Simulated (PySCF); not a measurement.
# What a change does: NMR shielding calculation on C3F4O2

System: C3F4O2, SMILES O=C(F)C(F)(F)C(=O)F.
Method of run A: GIAO PBE0/pcSseg-1 NMR shielding, non-relativistic, gas phase (PySCF 2.14.0).

The geometry comes from this level: GFN2-xTB, NEB image 2 of 0 to 8. Text and figures count atoms from 1; the logs count them from 0 in places.

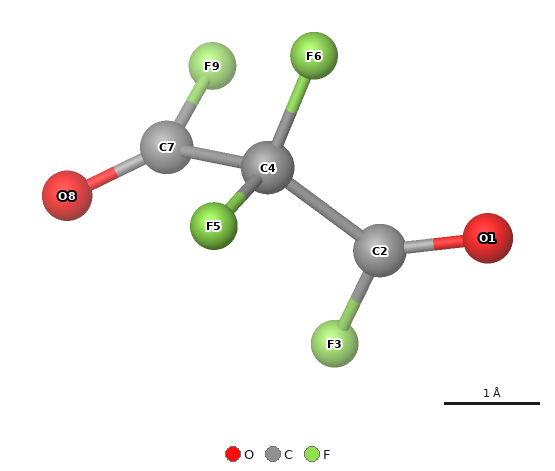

**Figure 1.** The structure (ball-and-stick view, seen at a tilt; atoms are numbered from 1 in the order of the input).

Input, run A:
```
{"job": {"kind": "nmr", "xc": "PBE0", "basis": "pcSseg-1", "pop": false}, "charge": 0, "multiplicity": 1}
O     -1.875100    -1.404600    -0.206300
C     -1.179700    -0.476000    -0.341100
F     -1.298500     0.385200    -1.363500
C     -0.014100    -0.022100     0.582000
F     -0.470800     0.945700     1.407400
F      0.357500    -1.061900     1.354600
C      1.181200     0.518200    -0.239400
O      1.505300     1.631800    -0.389600
F      1.807700    -0.510100    -0.829100
```

The first line tells a small driver script what to run in PySCF; the rest is the geometry in Å.

Command:
```bash
OMP_NUM_THREADS=1 python <driver script> task.json out
```

Hardware: 1 CPU thread, shared host.

Output (run A):
```
coarse grid: 9776 points
cycle   1  E = -662.9154754406  dE =  1.901e+00  |g| = 1.472e+00  |ddm| = 2.826e+00
cycle   2  E = -661.4171689245  dE =  1.498e+00  |g| = 3.283e+00  |ddm| = 2.575e+00
cycle   3  E = -663.2952253339  dE = -1.878e+00  |g| = 3.146e-01  |ddm| = 1.919e+00
cycle   4  E = -663.3043404020  dE = -9.115e-03  |g| = 2.076e-01  |ddm| = 2.747e-01
cycle   5  E = -663.3110639300  dE = -6.724e-03  |g| = 1.694e-02  |ddm| = 1.029e-01
cycle   6  E = -663.3111194966  dE = -5.557e-05  |g| = 5.150e-03  |ddm| = 1.374e-02
cycle   7  E = -663.3111239631  dE = -4.467e-06  |g| = 1.622e-03  |ddm| = 3.773e-03
final grid: 102456 points
cycle   8  E = -663.4125089954  dE = -1.731e-05  |g| = 1.517e-02  |ddm| = 2.010e-02
cycle   9  E = -663.4123787054  dE =  1.303e-04  |g| = 3.110e-02  |ddm| = 2.336e-02
cycle  10  E = -663.4125483398  dE = -1.696e-04  |g| = 1.813e-03  |ddm| = 1.608e-02
cycle  11  E = -663.4125488464  dE = -5.066e-07  |g| = 2.810e-04  |ddm| = 1.105e-03
cycle  12  E = -663.4125488569  dE = -1.050e-08  |g| = 9.499e-05  |ddm| = 2.110e-04
cycle  13  E = -663.4125488585  dE = -1.590e-09  |g| = 2.857e-05  |ddm| = 7.474e-05
cycle  14  E = -663.4125488586  dE = -1.032e-10  |g| = 1.592e-05  |ddm| = 2.331e-05
converged SCF energy = -663.4125488586

GIAO shielding tensors (ppm)
atom      isotropic    diamagn.    paramagn.     s11        s22        s33       span
  0 O     -123.465     397.020    -520.485   -385.039   -258.853    273.498    658.536
  1 C       29.009     250.932    -221.923    -89.448     49.637    126.839    216.287
  2 F      132.975     475.702    -342.728    -94.254    219.593    273.586    367.840
  3 C       74.638     241.085    -166.447     54.418     78.724     90.772     36.354
  4 F      295.021     470.643    -175.622    192.021    339.430    353.611    161.590
  5 F      297.214     470.534    -173.320    199.420    341.774    350.448    151.027
  6 C       28.171     251.829    -223.658    -90.498     50.267    124.744    215.242
  7 O     -131.355     397.676    -529.031   -405.240   -263.418    274.593    679.833
  8 F      138.620     475.148    -336.528    -98.015    237.974    275.900    373.916
```

The input of run B differs as follows (lines with − go, lines with + come):
```diff
-O     -1.875100    -1.404600    -0.206300
-C     -1.179700    -0.476000    -0.341100
-F     -1.298500     0.385200    -1.363500
-C     -0.014100    -0.022100     0.582000
-F     -0.470800     0.945700     1.407400
-F      0.357500    -1.061900     1.354600
-C      1.181200     0.518200    -0.239400
-O      1.505300     1.631800    -0.389600
-F      1.807700    -0.510100    -0.829100
+O     -1.490900    -1.565800    -0.572500
+C     -1.161400    -0.462600    -0.365400
+F     -1.709200     0.592700    -0.978700
+C     -0.036300     0.024500     0.584500
+F     -0.455400     1.078000     1.312700
+F      0.280000    -0.965200     1.442500
+C      1.204200     0.439600    -0.248000
+O      1.564000     1.524000    -0.498900
+F      1.818600    -0.659100    -0.701300
```

Predict how the results change.

With the same method and basis, run B lies 0.03 kcal/mol higher. The LUMO goes from −2.39 to −2.72 eV. The dipole moment goes from 0.25 to 0.37 D. Of all shieldings, the largest change is that of O1, by −10.0 ppm. The number of SCF iterations is the same.

Output (run B):
```
coarse grid: 9776 points
cycle   1  E = -662.9151015416  dE =  1.914e+00  |g| = 1.474e+00  |ddm| = 2.812e+00
cycle   2  E = -661.4434894862  dE =  1.472e+00  |g| = 3.261e+00  |ddm| = 2.521e+00
cycle   3  E = -663.2972106862  dE = -1.854e+00  |g| = 3.035e-01  |ddm| = 1.871e+00
cycle   4  E = -663.3052627923  dE = -8.052e-03  |g| = 2.068e-01  |ddm| = 2.635e-01
cycle   5  E = -663.3119341923  dE = -6.671e-03  |g| = 1.677e-02  |ddm| = 1.006e-01
cycle   6  E = -663.3119885950  dE = -5.440e-05  |g| = 5.023e-03  |ddm| = 1.337e-02
cycle   7  E = -663.3119930314  dE = -4.436e-06  |g| = 1.228e-03  |ddm| = 3.557e-03
final grid: 102456 points
cycle   8  E = -663.4124634746  dE = -1.513e-05  |g| = 1.476e-02  |ddm| = 1.927e-02
cycle   9  E = -663.4123416662  dE =  1.218e-04  |g| = 3.010e-02  |ddm| = 2.232e-02
cycle  10  E = -663.4125008713  dE = -1.592e-04  |g| = 1.706e-03  |ddm| = 1.535e-02
cycle  11  E = -663.4125013230  dE = -4.518e-07  |g| = 2.588e-04  |ddm| = 1.014e-03
cycle  12  E = -663.4125013314  dE = -8.392e-09  |g| = 1.020e-04  |ddm| = 1.989e-04
cycle  13  E = -663.4125013334  dE = -1.936e-09  |g| = 1.705e-05  |ddm| = 7.745e-05
cycle  14  E = -663.4125013334  dE = -5.116e-11  |g| = 5.049e-06  |ddm| = 1.479e-05
converged SCF energy = -663.4125013334

GIAO shielding tensors (ppm)
atom      isotropic    diamagn.    paramagn.     s11        s22        s33       span
  0 O     -133.433     397.794    -531.227   -409.433   -265.521    274.655    684.088
  1 C       28.041     252.071    -224.030    -88.970     49.204    123.890    212.861
  2 F      136.279     475.050    -338.771   -102.616    239.297    272.156    374.772
  3 C       74.471     240.610    -166.139     51.508     76.501     95.405     43.897
  4 F      302.816     470.438    -167.622    194.369    346.790    367.290    172.921
  5 F      302.803     470.441    -167.638    194.292    346.772    367.343    173.051
  6 C       28.073     252.083    -224.010    -88.915     49.230    123.906    212.821
  7 O     -133.307     397.787    -531.095   -409.228   -265.421    274.726    683.954
  8 F      136.225     475.063    -338.837   -102.716    239.153    272.239    374.956
```

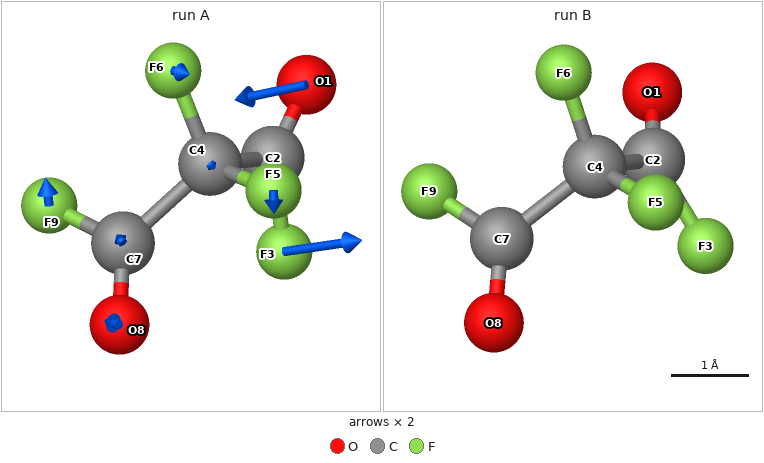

**Figure 2.** The two input geometries at one scale (ball-and-stick view, seen at a tilt). The blue arrows on the first give the shifts of the atoms after the best rigid fit, magnified 2 times. F3 moves most after the best rigid fit: 0.60 Å. Largest moves by element: F 0.60 Å, O 0.56 Å, C 0.08 Å. Among the contacts that change: C2–F3 1.342 → 1.338 Å.

The two runs side by side:

| quantity | run A | run B |
| --- | --- | --- |
| outcome | converged | converged |
| total energy (hartree) | −663.412549 | −663.412501 |
| HOMO (eV) | −10.02 | −10.02 |
| LUMO (eV) | −2.39 | −2.72 |
| dipole moment (D) | 0.25 | 0.37 |
| shielding of O1 (ppm) | −123.5 | −133.4 |
| shielding of C2 (ppm) | 29.0 | 28.0 |
| shielding of F3 (ppm) | 133.0 | 136.3 |
| shielding of F5 (ppm) | 295.0 | 302.8 |
| shielding of F6 (ppm) | 297.2 | 302.8 |
| shielding of O8 (ppm) | −131.4 | −133.3 |
| shielding of F9 (ppm) | 138.6 | 136.2 |
| SCF iterations | 14 | 14 |
| basis functions | 153 | 153 |
| wall time (shared host) | 23 s | 24 s |
